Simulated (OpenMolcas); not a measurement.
Single-point calculation of CH₄AlN (part 1 of 3)

The run: single-point calculation of CH₄AlN, SMILES N=[CH][AlH2]. Method and program: FNO-MP2/ANO-XS-VDZ, RHF, DKH2, in an applied electric field (OpenMolcas 26.06).

The atoms were displaced at random from an optimised geometry.

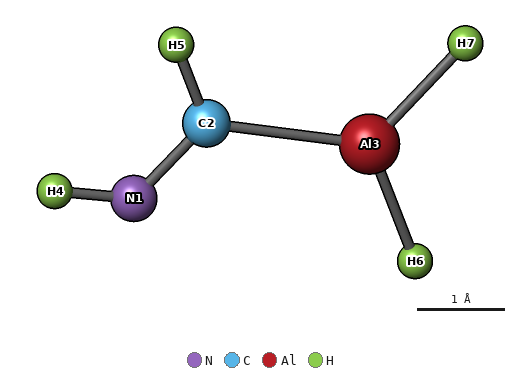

Fig. 1: The structure (ball-and-stick view, seen at a tilt; atoms are numbered from 1 in the order of the input). Sticks mark near contacts. Bond lengths as drawn: Al–C 1.94 Å, Al–H 1.63 to 1.64 Å, C–H 1.08 Å, C–N 1.26 Å and H–N 0.96 Å.

**Input file**
```
>>> EXPORT MOLCAS_PRINT=2

&GATEWAY
 Coord
 7
 bohr
 N     -2.68434462    -1.34038274    -0.09745507
 C     -0.75635154    -0.34565358    -1.06312590
 Al     1.93581277     0.86400924     1.10953569
 H     -4.07132045    -1.78797193    -1.17614475
 H     -0.56106536    -0.30322734    -3.10145253
 H      1.66760394     0.76269535     4.17385510
 H      4.57402728     1.96371268    -0.07768664
 Basis=ANO-XS-VDZ
 Group=NoSym
 RICD

&SEWARD
 Relativistic=R02E00

&FFPT
 Dipole
 Y -0.005

&SCF
 PrOrbitals=1

&MBPT2
 FNOMP2=0.4
 DoMP2
 Frozen=7
```

Hardware: 1 thread of Arm Neoverse V1, 24 GiB of memory available, shared host.

Launch command:
```bash
export MOLCAS_MEM=1860
pymolcas run.input > run.log
```

**Output**
```
--- Start Module: gateway ---

                                              &GATEWAY

                       available to each process: 1.9 GB of memory, 1 thread

++    Symmetry information:
      ---------------------

                    Character Table for C1

                             E
                    a        1  x, y, xy, Rz, z, xz, Ry, yz, Rx, I
--

++    Basis set information:
      ----------------------

      Basis set label: N.ANO-XS...3S2P.

      Electronic valence basis set:
      ------------------
      Associated Effective Charge   7.000000 au
      Associated Actual Charge      7.000000 au
      Nuclear Model: Finite nucleus - Gaussian distribution
        Gaussian exponent, Xi/bohr**(-2):  6.28656E+08

      Shell  nPrim  nBasis  Cartesian Spherical Contaminant
         s       8       3        X
         p       4       2        X

      Basis set label: C.ANO-XS...3S2P.

      Electronic valence basis set:
      ------------------
      Associated Effective Charge   6.000000 au
      Associated Actual Charge      6.000000 au
      Nuclear Model: Finite nucleus - Gaussian distribution
        Gaussian exponent, Xi/bohr**(-2):  6.80775E+08

      Shell  nPrim  nBasis  Cartesian Spherical Contaminant
         s       8       3        X
         p       4       2        X

      Basis set label: AL.ANO-XS...4S3P.

      Electronic valence basis set:
      ------------------
      Associated Effective Charge  13.000000 au
      Associated Actual Charge     13.000000 au
      Nuclear Model: Finite nucleus - Gaussian distribution
        Gaussian exponent, Xi/bohr**(-2):  4.43360E+08

      Shell  nPrim  nBasis  Cartesian Spherical Contaminant
         s      11       4        X
         p       7       3        X

      Basis set label: H.ANO-XS...2S.

      Electronic valence basis set:
      ------------------
      Associated Effective Charge   1.000000 au
      Associated Actual Charge      1.000000 au
      Nuclear Model: Finite nucleus - Gaussian distribution
        Gaussian exponent, Xi/bohr**(-2):  2.12482E+09

      Shell  nPrim  nBasis  Cartesian Spherical Contaminant
         s       4       2        X
--

++    Molecular structure info:
      -------------------------

                    ************************************************
                    **** Cartesian Coordinates / bohr, angstrom ****
                    ************************************************

     Center  Label                x              y              z                     x              y              z
        1      N1              -2.684345      -1.340383      -0.097455             -1.420494      -0.709300      -0.051571
        2      C2              -0.756352      -0.345654      -1.063126             -0.400244      -0.182912      -0.562582
        3      AL3              1.935813       0.864009       1.109536              1.024388       0.457214       0.587141
        4      H4              -4.071320      -1.787972      -1.176145             -2.154450      -0.946154      -0.622389
        5      H5              -0.561065      -0.303227      -3.101453             -0.296903      -0.160461      -1.641218
        6      H6               1.667604       0.762695       4.173855              0.882458       0.403601       2.208709
        7      H7               4.574027       1.963713      -0.077687              2.420471       1.039152      -0.041110

                    ***************************************
                    *    InterNuclear Distances / bohr    *
                    ***************************************

               1 N1            2 C2            3 AL3           4 H4            5 H5            6 H6
    1 N1       0.000000
    2 C2       2.374692        0.000000
    3 AL3      5.259470        3.664900        0.000000
    4 H4       1.813177        3.616915        6.952912        0.000000
    5 H5       3.822042        2.048100        5.032819        4.270031        0.000000
    6 H6       6.450309        5.876221        3.077703        8.250070        7.683310        0.000000
    7 H7       7.975049        5.892130        3.094999        9.488086        6.375841        5.288227

               7 H7
    7 H7       0.000000

                    *******************************************
                    *    InterNuclear Distances / angstrom    *
                    *******************************************

               1 N1            2 C2            3 AL3           4 H4            5 H5            6 H6
    1 N1       0.000000
    2 C2       1.256633        0.000000
    3 AL3      2.783192        1.939382        0.000000
    4 H4       0.959492        1.913989        3.679323        0.000000
    5 H5       2.022538        1.083808        2.663253        2.259603        0.000000
    6 H6       3.413356        3.109562        1.628650        4.365749        4.065833        0.000000
    7 H7       4.220214        3.117981        1.637803        5.020879        3.373950        2.798409

               7 H7
    7 H7       0.000000

                    **************************************
                    *    Valence Bond Angles / degree    *
                    **************************************
                          Atom centers                 Phi
                      2 C2       1 N1       4 H4       118.85
                      1 N1       2 C2       5 H5       119.39

           ***************************************************************
           *              Valence Dihedral Angles / degree               *
           ***************************************************************
                    Atom centers                       Phi1     Phi2     Theta
           4 H4       1 N1       2 C2       5 H5        118.85   119.39   -10.29
--

            Nuclear Potential Energy             84.36837312 au

--- Stop Module: gateway /rc=_RC_ALL_IS_WELL_ ---

--- Start Module: seward ---

                                              &SEWARD

                       available to each process: 1.9 GB of memory, 1 thread

               SEWARD will generate:
                  Multipole Moment integrals up to order  2
                  Kinetic Energy integrals
                  Nuclear Attraction integrals (finite nuclei - Gaussian type)
                  One-Electron Hamiltonian integrals
                  Velocity integrals
                  Relativistic Douglas-Kroll-Hess integrals:
                    - Parametrization         : EXP
                    - DKH order of Hamiltonian: 2
                    - DKH order of Properties : 0
                         - multipole moment operators
                         - electric potential operators
                         - contact operators
                  Orbital angular momentum around (  0.1261   0.0182   0.2742 )
                  Velocity quadrupole around (  0.1261   0.0182   0.2742 )
                  RI decomposed two-electron repulsion integrals stored Cholesky style
                   - acCD auxiliary basis
                   - CD Threshold:   1.00E-04

                   Integrals are discarded if absolute value <: 1.00E-14
                   Integral cutoff threshold is set to       <: 1.00E-16

            Nuclear Potential Energy             84.36837312 au

      Basis set specifications :
      Symmetry species         a
      Basis functions           39

--- Stop Module: seward /rc=_RC_ALL_IS_WELL_ ---

--- Start Module: ffpt ---

                                               &FFPT

                       available to each process: 1.9 GB of memory, 1 thread

      Header of the ONEINT file:
      --------------------------

      Cartesian coordinates in angstrom:
      -----------------------------------------------------
      No.  Label        X            Y            Z
      -----------------------------------------------------
       1   N1        -1.42049400  -0.70930000  -0.05157100
       2   C2        -0.40024400  -0.18291200  -0.56258200
       3   AL3        1.02438800   0.45721400   0.58714100
       4   H4        -2.15445000  -0.94615400  -0.62238900
       5   H5        -0.29690300  -0.16046100  -1.64121800
       6   H6         0.88245800   0.40360100   2.20870900
       7   H7         2.42047100   1.03915200  -0.04111000
      -----------------------------------------------------
      Nuclear repulsion energy =   84.36837312

      The following tasks will be executed:
      -------------------------------------

      FFPT    DIPO    COMP    COMP0   Y= -0.005000

--- Stop Module: ffpt /rc=_RC_ALL_IS_WELL_ ---

--- Start Module: scf ---

                                                &SCF

                       available to each process: 1.9 GB of memory, 1 thread

++    Input section:
      --------------

      Header of the integral files:

      Cartesian coordinates in angstrom:
      -----------------------------------------------------
      No.  Label        X            Y            Z
      -----------------------------------------------------
       1   N1        -1.42049400  -0.70930000  -0.05157100
       2   C2        -0.40024400  -0.18291200  -0.56258200
       3   AL3        1.02438800   0.45721400   0.58714100
       4   H4        -2.15445000  -0.94615400  -0.62238900
       5   H5        -0.29690300  -0.16046100  -1.64121800
       6   H6         0.88245800   0.40360100   2.20870900
       7   H7         2.42047100   1.03915200  -0.04111000
      -----------------------------------------------------
      Nuclear repulsion energy =   84.36904281
--

++    Orbital specifications:
      -----------------------

      Symmetry species               1
                                     a
      Frozen orbitals                0
      Occupied orbitals             15
      Secondary orbitals            24
      Deleted orbitals               0
      Total number of orbitals      39
      Number of basis functions     39
--

      Molecular charge                           0.000

++    Optimization specifications:
      ----------------------------

      SCF Algorithm: LK-RI/DF
      LK screening threshold:                     4.50E-02
      Local-Exchange (LK) algorithm.
       - the density matrix is decomposed
      The actual AO density is used
      Number of density matrices in core                 5
      Maximum number of NDDO SCF iterations            400
      Maximum number of HF SCF iterations              400
      Threshold for SCF energy change             1.00E-09
      Threshold for density matrix                1.00E-04
      Threshold for Fock matrix                   1.50E-04
      Threshold for linear dependence             1.00E-09
      Threshold at which DIIS is turned on        1.50E-01
      Maximum depth in the DIIS procedure                5
      Maximum depth in the BFGS Hessian update          30
      Threshold at which QNR/C2DIIS is turned on  7.50E-02
      Threshold for Norm(delta) (QNR/C2DIIS)      1.00E-03
      All orbitals punched on: SCFORB
--

      Input vectors read from INPORB
      Orbital file label: *Guess orbitals

++ Convergence information
                                   SCF        iterations: Energy and convergence statistics

Iter     Tot. SCF        One-elec.       Two-elec.     Energy      Max Dij or  Max Fij      DNorm      TNorm      AccCon     Time
         Energy          Energy          Energy        Change      Delta Norm                                                in Sec.
   1  -336.572595770  -628.727854253   207.786215669   0.00E+00    2.57E-01*   1.09E-01*    7.39E+00   7.80E+01   None         0.
   2  -336.861328662  -632.555505742   211.325134265  -2.89E-01*   1.78E-01*   5.40E-02*    7.48E+00   7.87E+01   EDIIS        0.
   3  -336.890396180  -632.295697162   211.036258168  -2.91E-02*   1.17E-01*   3.97E-02*    7.49E+00   7.86E+01   EDIIS        0.
   4  -336.901634472  -632.293814009   211.023136722  -1.12E-02*   8.13E-03*   1.46E-02*    7.52E+00   7.86E+01   c2DIIS       0.
   5  -336.906794429  -632.373443254   211.097606010  -5.16E-03*   5.15E-03*   1.82E-03*    7.52E+00   7.86E+01   QNRc2DIIS    0.
   6  -336.906853500  -632.347677967   211.071781652  -5.91E-05*   4.77E-03*   7.89E-04*    7.52E+00   7.86E+01   QNRc2DIIS    0.
   7  -336.906871867  -632.356996283   211.081081601  -1.84E-05*   1.72E-03*   3.34E-04*    7.52E+00   7.86E+01   QNRc2DIIS    0.
   8  -336.906874829  -632.355609143   211.079691499  -2.96E-06*   1.37E-03*   1.96E-04*    7.52E+00   7.86E+01   QNRc2DIIS    0.
   9  -336.906875973  -632.353718771   211.077799983  -1.14E-06*   1.77E-04    5.15E-05     7.52E+00   7.86E+01   QNRc2DIIS    0.
  10  -336.906876044  -632.355279008   211.079360150  -7.13E-08*   9.05E-05    1.72E-05     7.52E+00   7.86E+01   QNRc2DIIS    0.
  11  -336.906876055  -632.355423631   211.079504761  -1.10E-08*   3.51E-05    8.30E-06     7.52E+00   7.86E+01   QNRc2DIIS    0.
  12  -336.906876057  -632.355315386   211.079396515  -1.30E-09*   9.58E-06    1.23E-06     7.52E+00   7.86E+01   QNRc2DIIS    0.
  13  -336.906876057  -632.355310613   211.079391742  -8.73E-11    9.64E-07    2.08E-07     7.52E+00   7.86E+01   QNRc2DIIS    0.

       Convergence after  13 Iterations
--

 *****************************************************************************************************************************
 *                                             SCF/KS-DFT Program, Final results                                             *
 *                                                       Final Results                                                       *
 *****************************************************************************************************************************

::    Total SCF energy                               -336.9068760566
      One-electron energy                            -632.3553106134
      Two-electron energy                             211.0793917422
      Nuclear repulsion energy                         84.3690428146
      Kinetic energy (interpolated)                   340.3071714028
      Virial theorem                                    0.9900081584
      Total spin, S(S+1)                                0.0000000000
      Total spin, S                                     0.0000000000
      Max non-diagonal density matrix element           0.0000006098
      Max non-diagonal Fock matrix element              0.0000000733

      All orbitals with orbital energies smaller than  E(LUMO)+0.5 are printed

++    Molecular orbitals:
      -------------------

      Title: SCF orbitals

      Molecular orbitals for symmetry species 1: a

          Orbital            1         2         3         4         5         6         7         8         9        10
          Energy          -58.6039  -15.5785  -11.2674   -4.9211   -3.2141   -3.2124   -3.2121   -1.2377   -0.8389   -0.6963
          Occ. No.          2.0000    2.0000    2.0000    2.0000    2.0000    2.0000    2.0000    2.0000    2.0000    2.0000
```
